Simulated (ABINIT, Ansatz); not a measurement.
# How the form of the self-energy moves the gap of SiC (P6_3mc)

How much does the gap of SiC (P6_3mc) depend on the approximation to the self-energy?

Main program and level: ABINIT 10.8.3; PBE and many-body steps on it, plane waves.

**The experiments to reproduce.**

- Gap 3.33 eV: band gap at cryogenic temperature; bulk crystal (literature value) (quoted in “Silicon carbide diodes for neutron detection”, 2020, arxiv:2009.14696).

## Step 1: Set-up

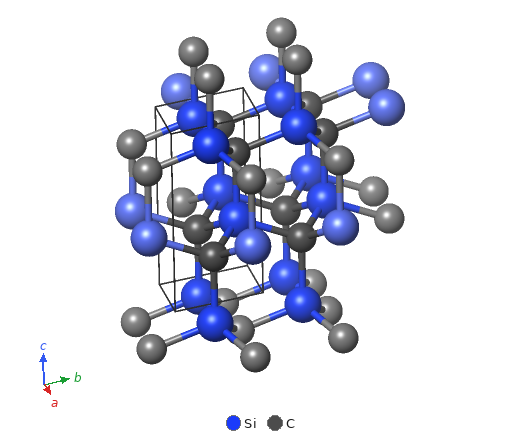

The cell as given, slightly off an axis (silicon blue, carbon dark grey). 2×2×1 cells are drawn. Some periodic images of atoms are drawn too.

Coordinates:

```cif
data_structure
_symmetry_space_group_name_H-M 'P6_3mc'
_symmetry_Int_Tables_number 186
_cell_length_a 3.0735
_cell_length_b 3.0735
_cell_length_c 5.0452
_cell_angle_alpha 90.000
_cell_angle_beta 90.000
_cell_angle_gamma 120.000
_cell_volume 41.27
loop_
_atom_site_label
_atom_site_type_symbol
_atom_site_symmetry_multiplicity
_atom_site_Wyckoff_symbol
_atom_site_fract_x
_atom_site_fract_y
_atom_site_fract_z
_atom_site_occupancy
Si1 Si 2 b 0.33333 0.66667 0.49960 1
C1 C 2 b 0.33333 0.66667 0.87540 1
```

The cell and positions are those that the Materials Project relaxed with its own functionals (PBE, PBE+U or r2SCAN), kept fixed.

## Step 2: Empty states on the mesh, 6×6×4 mesh, 552 bands

This step: ABINIT 10.8.3; DFT, PBE, plane waves, norm-conserving pseudopotentials.

The sums over transitions need many empty states on a uniform mesh; this step solves for them.

The input, run.abi:

```
acell 3*1.0 Angstrom
rprim 
  3.073513928196 0.000000000001 0.000000000000
  -1.536756964099 2.661741140703 0.000000000000
  0.000000000000 0.000000000000 5.045247710000
ntypat 2
znucl 14 6
natom 4
typat 1 1 2 2
xred 
  0.333333333333 0.666666666667 0.499602400000
  0.666666666667 0.333333333333 0.999602400000
  0.333333333333 0.666666666667 0.875397600000
  0.666666666667 0.333333333333 0.375397600000
pp_dirpath "pseudos"
pseudos "Si.upf, C.upf"
ecut 37
ngkpt 6 6 4
nshiftk 1
shiftk 0 0 0
kptopt 1
chksymbreak 0
irdden 1
istwfk *1
nband 552
prtvol 0
optdriver 6
gwr_task "HDIAGO"
paral_kgb 0
occopt 1
indata_prefix "in"
outdata_prefix "out"
tmpdata_prefix "tmp"
```

On the command line:

```
$ OMP_NUM_THREADS=1 mpirun -n 8 abinit run.abi > log
```

What it wrote:

```text
.Version 10.8.3 of ABINIT. v10.8.2 released Aug 2026.

 Symmetries : space group P6_3 m c (#186); Bravais hP (primitive hexag.)
[... echo of the input left out ...]
== DATASET  1 ==================================================================
-   mpi_nproc: 8, omp_nthreads: 1 (-1 if OMP is not activated)

--- !DatasetInfo
iteration_state: {dtset: 1, }
dimensions: {natom: 4, nkpt: 21, mband: 552, nsppol: 1, nspinor: 1, nspden: 1, mpw: 3015, }
cutoff_energies: {ecut:  37.0, pawecutdg:  -1.0, }
[...]
Indirect band gap semiconductor
 Fundamental gap:     2.275 (eV)
   VBM:     7.012 (eV) at k: [ 0.0000E+00,  0.0000E+00,  0.0000E+00]
   CBM:     9.287 (eV) at k: [ 3.3333E-01,  3.3333E-01,  0.0000E+00]
 Direct gap:         3.985 (eV) at k: [ 5.0000E-01,  0.0000E+00,  0.0000E+00]

== END DATASET(S) ==============================================================
================================================================================

 -outvars: echo values of variables after computation  --------
           etotal      0.0000000000E+00
            nband         552
             nkpt          21
          spgroup         186
 [... the other variables as echoed above ...]

 Calculation completed.
```

Wall time 70 s (8 MPI ranks of Arm Neoverse V1, shared host); peak memory 4.5 GiB.

This step gave:

```yaml
gap: 2.275 eV
k_of_the_valence_top: 0, 0, 0
k_of_the_conduction_bottom: 0.3333, 0.3333, 0
least_direct_gap: 3.985 eV
k_points_computed: 21
lowest_point_of_the_top_converged_band_above_the_valence_top: 296.0338 eV
```

On this mesh the gap is 2.275 eV.

The density comes from a self-consistent run that is not shown.

## Step 3: Screening, 6×6×4 mesh, 226 bands, screening to 247.6 eV

The RPA dielectric matrix is built and inverted for each q.

This step: RPA screening on PBE, plane waves, norm-conserving pseudopotentials.

Changes to run.abi since step 2:

```diff
@@ -22,10 +22,11 @@
 chksymbreak 0
-irdden 1
 istwfk *1
-nband 552
-prtvol 0
-optdriver 6
-gwr_task "HDIAGO"
-paral_kgb 0
 occopt 1
+irdwfk 1
+optdriver 3
+nband 226
+ecuteps 9.1
+inclvkb 2
+awtr 1
+symchi 1
 indata_prefix "in"
```

What it wrote:

```text
.Version 10.8.3 of ABINIT. v10.8.2 released Aug 2026.

 Symmetries : space group P6_3 m c (#186); Bravais hP (primitive hexag.)
[... echo of the input left out ...]
== DATASET  1 ==================================================================
-   mpi_nproc: 8, omp_nthreads: 1 (-1 if OMP is not activated)

--- !DatasetInfo
iteration_state: {dtset: 1, }
dimensions: {natom: 4, nkpt: 21, mband: 226, nsppol: 1, nspinor: 1, nspden: 1, mpw: 3015, }
cutoff_energies: {ecut:  37.0, pawecutdg:  -1.0, }
electrons: {nelect:   1.60000000E+01, charge:   0.00000000E+00, occopt:   1.00000000E+00, tsmear:   1.00000000E-02, }

 SCREENING: Calculation of the susceptibility and dielectric matrices

 Based on a program developped by R.W. Godby, V. Olevano, G. Onida, and L. Reining.
 Incorporated in ABINIT by V. Olevano, G.-M. Rignanese, and M. Torrent.
.Using double precision arithmetic ; gwpc =  8

[... cell and pseudopotentials left out ...]
--------------------------------------------------------------------------------

 ==== K-mesh for the wavefunctions ====
 Number of points in the irreducible wedge :    21
[... list of points left out ...]
 Together with 12 symmetry operations and time-reversal symmetry
 yields   144 points in the full Brillouin Zone.

 ==== Q-mesh for the screening function ====
 Number of points in the irreducible wedge :    21
[... list of points left out ...]
 Together with 12 symmetry operations and time-reversal symmetry
 yields   144 points in the full Brillouin Zone.

 setmesh: FFT mesh size selected  =    24x   24x   40
          total number of points  =        23040

 vcoul_init : cutoff-mode = AUXILIARY_FUNCTION
 q-points for optical limit:   1
     1)      0.000010    0.000020    0.000030

- screening: taking advantage of time-reversal symmetry
- Maximum band index for partially occupied states nbvw = 8
- Remaining bands to be divided among processors   nbcw = 218
- Number of bands treated by each node ~27

 Number of electrons calculated from density =   16.0000; Expected =   16.0000
 average of density, n =  0.057443
 r_s =    1.6078
 omega_plasma =   23.1193 [eV]

 calculating chi0 at frequencies [eV] :
  1    0.000000E+00    0.000000E+00
  2    0.000000E+00    2.311935E+01

--------------------------------------------------------------------------------
  q-point number  1        q = ( 0.000000, 0.000000, 0.000000) [r.l.u.]
--------------------------------------------------------------------------------
[... chi0 elements left out ...]
 For q-point:  0.000010 0.000020 0.000030
  dielectric constant =   6.8555
  dielectric constant without local fields =   7.5087

  Average fulfillment of the sum rule on Im[epsilon] for q-point    1 :     93.88  [%]
[... wings left out ...]
  q-point number  2        q = ( 0.166667, 0.000000, 0.000000) [r.l.u.]
--------------------------------------------------------------------------------
[... chi0 elements left out ...]
  Average fulfillment of the sum rule on Im[epsilon] for q-point    2 :     96.15  [%]

 [... 19 further q-points ...]
```

It took 4.5 min on 8 MPI ranks; peak memory 3.2 GiB.

Numbers from this step:

```yaml
eps_infinity_with_local_fields_on_this_mesh_along_the_program_s_q_direction: 6.856
the_same_without_local_fields: 7.509
plasma_frequency: 23.12 eV
plane_waves_in_the_screening_matrix: 373
```

Local fields lower ε∞ by 9 %.

## Step 4: G0W0, Godby-Needs plasmon pole

The self-energy is evaluated for the states that the input lists, and the levels follow from it, in one-shot runs by the linearised quasiparticle equation.

This step: G0W0 on PBE, plane waves, norm-conserving pseudopotentials.

Changes to run.abi since step 3:

```diff
@@ -25,8 +25,19 @@
 irdwfk 1
-optdriver 3
+optdriver 4
 nband 226
+gwcalctyp 0
+ecutsigx 37
+symsigma 1
+nkptgw 3
+kptgw 
+  0.0000000000 0.0000000000 0.0000000000
+  0.3333333333 0.3333333333 0.0000000000
+  0.5000000000 0.0000000000 0.0000000000
+bdgw 
+  7 10
+  6 10
+  7 10
 ecuteps 9.1
-inclvkb 2
-awtr 1
-symchi 1
+irdscr 1
+ppmodel 1
 indata_prefix "in"
```

What it wrote:

```text
.Version 10.8.3 of ABINIT. v10.8.2 released Aug 2026.

 Symmetries : space group P6_3 m c (#186); Bravais hP (primitive hexag.)
[... echo of the input left out ...]
== DATASET  1 ==================================================================
-   mpi_nproc: 8, omp_nthreads: 1 (-1 if OMP is not activated)

--- !DatasetInfo
iteration_state: {dtset: 1, }
dimensions: {natom: 4, nkpt: 21, mband: 226, nsppol: 1, nspinor: 1, nspden: 1, mpw: 3015, }
cutoff_energies: {ecut:  37.0, pawecutdg:  -1.0, }
electrons: {nelect:   1.60000000E+01, charge:   0.00000000E+00, occopt:   1.00000000E+00, tsmear:   1.00000000E-02, }

 SIGMA: Calculation of the GW corrections

 Based on a program developped by R.W. Godby, V. Olevano, G. Onida, and L. Reining.
 Incorporated in ABINIT by V. Olevano, G.-M. Rignanese, and M. Torrent.
.Using double precision arithmetic ; gwpc =  8

[... cell and pseudopotentials left out ...]
--------------------------------------------------------------------------------

 ==== K-mesh for the wavefunctions ====
 Number of points in the irreducible wedge :    21
[... list of points left out ...]
 Together with 12 symmetry operations and time-reversal symmetry
 yields   144 points in the full Brillouin Zone.

 ==== Q-mesh for screening function ====
 Number of points in the irreducible wedge :    21
[... list of points left out ...]
 Together with 12 symmetry operations and time-reversal symmetry
 yields   144 points in the full Brillouin Zone.

 vcoul_init : cutoff-mode = AUXILIARY_FUNCTION
 q-points for optical limit:   1
     1)      0.000010    0.000020    0.000030
 setmesh: FFT mesh size selected  =    27x   27x   54
          total number of points  =        39366

 Number of electrons calculated from density =   16.0000; Expected =   16.0000
 average of density, n =  0.057443
 r_s =    1.6078
 omega_plasma =   23.1193 [eV]

 === KS Band Gaps ===
  >>>> For spin  1
   Minimum direct gap =   3.9851 [eV], located at k-point      :   0.5000  0.0000  0.0000
   Fundamental gap    =   2.2753 [eV], Top of valence bands at :   0.0000  0.0000  0.0000
                                       Bottom of conduction at :   0.3333  0.3333  0.0000
 SIGMA fundamental parameters:
 PLASMON POLE MODEL  1
 number of plane-waves for SigmaX                 2973
 number of plane-waves for SigmaC and W            373
 number of plane-waves for wavefunctions          2973
 number of bands                                   226
 number of independent spin polarizations            1
 number of spinorial components                      1
 number of k-points in IBZ                          21
 number of q-points in IBZ                          21
 number of symmetry operations                      12
 number of k-points in BZ                          144
 number of q-points in BZ                          144
 number of frequencies for dSigma/dE                 9
 frequency step for dSigma/dE [eV]                0.25
 number of omega for Sigma on real axis              0
 max omega for Sigma on real axis  [eV]           0.00
 zcut for avoiding poles [eV]                     0.10

 EPSILON^-1 parameters (SCR file):
 dimension of the eps^-1 matrix on file            373
 dimension of the eps^-1 matrix used               373
 number of plane-waves for wavefunctions          2973
 number of bands                                   226
 number of q-points in IBZ                          21
 number of frequencies                               2
 number of real frequencies                          1
 number of imag frequencies                          1

 matrix elements of self-energy operator (all in [eV])

 Perturbative Calculation

--- !SelfEnergy_ee
iteration_state: {dtset: 1, }
kpoint     : [   0.000,    0.000,    0.000, ]
spin       : 1
KS_gap     :    4.820
QP_gap     :    5.720
Delta_QP_KS:    0.900
data: !SigmaeeData |
     Band     E0 <VxcDFT>   SigX SigC(E0)      Z dSigC/dE  Sig(E)    E-E0       E
        7   7.012 -15.027 -17.600   1.840   0.792  -0.263 -15.607  -0.580   6.432
        8   7.012 -15.027 -17.600   1.840   0.792  -0.263 -15.607  -0.580   6.432
        9  11.832 -12.163  -6.994  -4.773   0.806  -0.240 -11.843   0.320  12.152
       10  13.231 -12.779  -7.194  -5.230   0.793  -0.262 -12.498   0.281  13.513

--- !SelfEnergy_ee
iteration_state: {dtset: 1, }
kpoint     : [   0.333,    0.333,    0.000, ]
spin       : 1
KS_gap     :    6.117
QP_gap     :    7.194
Delta_QP_KS:    1.077
data: !SigmaeeData |
     Band     E0 <VxcDFT>   SigX SigC(E0)      Z dSigC/dE  Sig(E)    E-E0       E
        6   2.959 -13.062 -17.039   2.807   0.780  -0.281 -13.975  -0.913   2.045
        7   2.959 -13.062 -17.039   2.807   0.780  -0.281 -13.975  -0.913   2.045
[...]
--- !SelfEnergy_ee
iteration_state: {dtset: 1, }
kpoint     : [   0.500,    0.000,    0.000, ]
spin       : 1
KS_gap     :    3.985
QP_gap     :    4.922
Delta_QP_KS:    0.937
data: !SigmaeeData |
     Band     E0 <VxcDFT>   SigX SigC(E0)      Z dSigC/dE  Sig(E)    E-E0       E
[...]
8   5.813 -14.520 -17.600   2.157   0.789  -0.267 -15.249  -0.729   5.084
        9   9.798 -10.579  -6.048  -4.277   0.821  -0.218 -10.371   0.208  10.006
       10  11.240 -11.760  -6.959  -4.385   0.809  -0.236 -11.423   0.337  11.576

== END DATASET(S) ==============================================================
================================================================================

 -outvars: echo values of variables after computation  --------
           etotal      0.0000000000E+00
            nband         226
             nkpt          21
          spgroup         186
 [... the other variables as echoed above ...]

 Calculation completed.
```

It took 77 s on 8 MPI ranks; peak memory 3.9 GiB; 10 min of CPU time.

Numbers from this step:

```yaml
g0w0_gap_on_the_points_computed: 3.011 eV
starting_gap_on_the_mesh: 2.275 eV
k_of_the_valence_top: 0, 0, 0
k_of_the_conduction_bottom: 0.3333, 0.3333, 0
z_at_the_valence_top: 0.792
z_at_the_conduction_bottom: 0.824
least_direct_g0w0_gap_on_the_computed_points: 4.922 eV
```

The gap on the mesh goes from 2.28 eV to 3.01 eV, a correction of +0.74 eV.

(Continued in part 2 of 2.)

[Paths, hosts, dates, memory and timing lines, banners, echoed tables and standing remarks are left out of the program output.]

[Logs are printed without paths, hosts, clocks, repeated set-up lines and the standing remarks that a program may print on its own settings, such as how far it seeks lower states.]

[Runs of the session that timed out or met a known fault of the program may be left out.]

[Hosts, paths, dates, database ids (printed as entryN), source tags and the programs' standing remarks are cut or masked in the printed files.]

[G0W0 gaps are taken among the corrected bands and points alone; a level outside them can change the order at an edge.]

[Where Ansatz stands beside ABINIT at settings called matched, ABINIT's density can come from a denser mesh and the files from another edition; pairs whose starting gaps differed by over 0.03 eV were left out, so agreement reads better than it is.]
